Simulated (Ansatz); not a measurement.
H3OSi3 (doublet)

```xyz
7

O    -1.6166   -1.2575   -0.6980
Si   -1.0758   -2.8085   -0.9865
Si    0.3847   -2.5173   -2.7499
Si   -0.6889   -0.4578   -1.9536
H    -1.7182   -3.7661   -0.0288
H    -1.6442    0.2325   -2.8695
H     0.1728    0.5762   -1.3084
```

Geometry: B3LYP-D3(BJ)/def2-SVP.

All numbers below come from isolated molecule in a Gaussian basis; Kohn-Sham density functional theory, functional PBE0 (Ansatz 0.2.0).

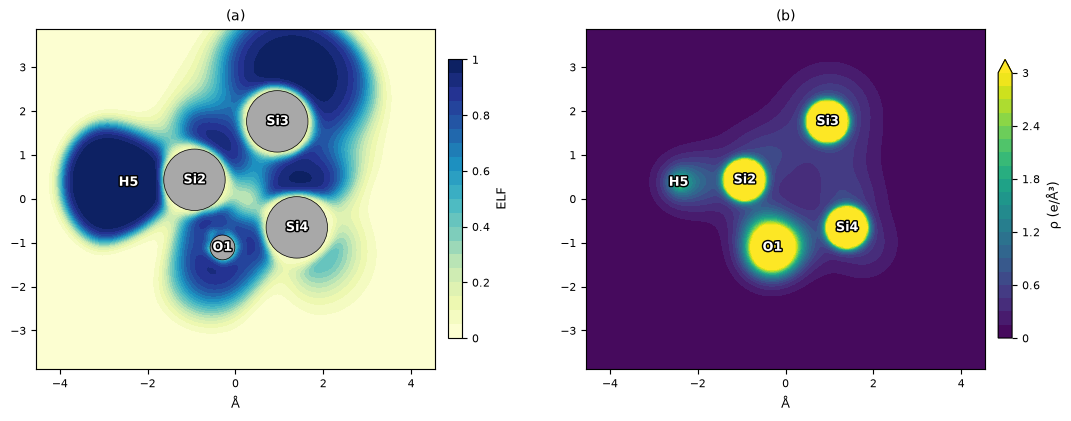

Figure 1. (a) ELF; (b) total electron density on the plane of atoms Si3, Si2 and H5. Grey discs cover the atomic cores in the ELF map.

Q: What do the fields say about this system?

A: The section cuts through O, Si and H sites. Si–O (1.67 Å): the density is about 1.2 e/Å³ at the midpoint; the ELF peaks at about 0.85 between the atoms (a polar covalent bond). Si–Si (2.31 Å): the density is about 0.57 e/Å³ at the midpoint; the ELF peaks at about 0.90 between the atoms; localised, covalent bonding. Si–H (1.50 Å): the density is about 0.82 e/Å³ at the midpoint; the ELF climbs to about 1 towards the hydrogen, as it does in any bond to H. Si–O (1.75 Å): the density is about 0.95 e/Å³ at the midpoint; the ELF peaks at about 0.85 between the atoms: a polar covalent bond. Si–Si (2.46 Å): ρ is about 0.53 e/Å³ halfway; the ELF peaks at about 0.95 between the atoms; a shared electron pair. The ELF also peaks beside O1 and Si3, away from the bonds: non-bonding electrons, paired or unpaired.

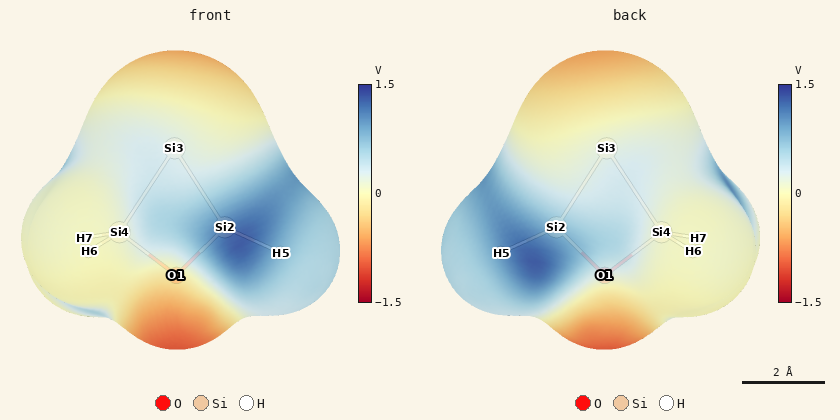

Figure 2. The molecular electrostatic potential painted on the density surface at 0.001 e/bohr³, seen from the front and from behind; red is negative and blue positive.

Q: Which sites attract a positive test charge, and which a negative one?

A: A positive charge is drawn to the negative regions and a negative charge to the positive ones. The most negative region (about −0.9 V) lies over O1, the most positive (about +1.3 V) over Si2.

Q: How polar is the molecule by this calculation?

A: Its dipole moment is 0.92 D.

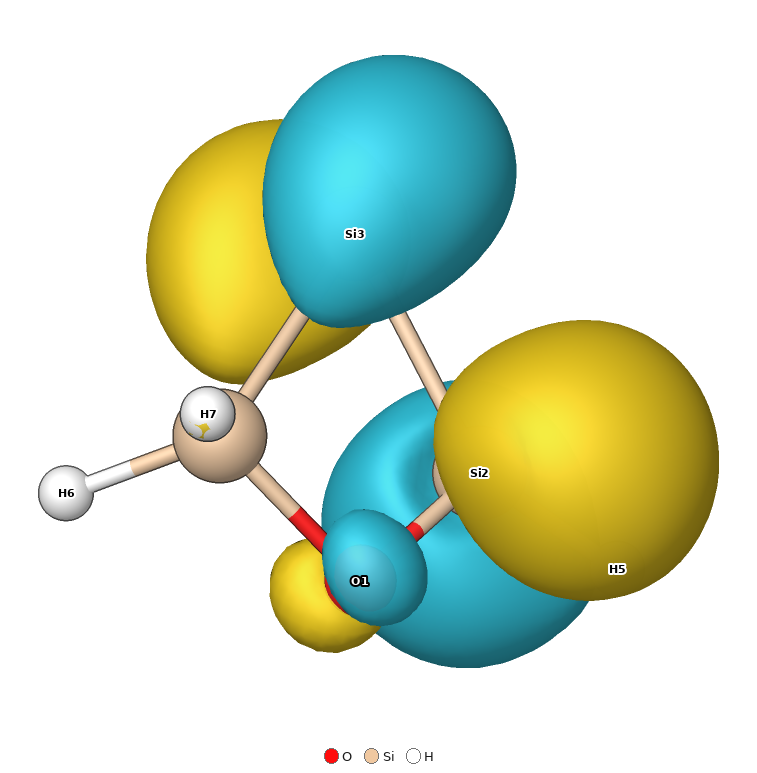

Figure 3. The LUMO (α) at ±0.1 Å⁻³ᐟ² (yellow and cyan are the two phases), seen at a tilt.

Q: Where does this orbital lie, and at what energy?

A: It lies mainly on Si2 (about 45 %) and Si3 (about 35 %); π-antibonding (π*) across Si2–Si3. Its energy is −2.17 eV.
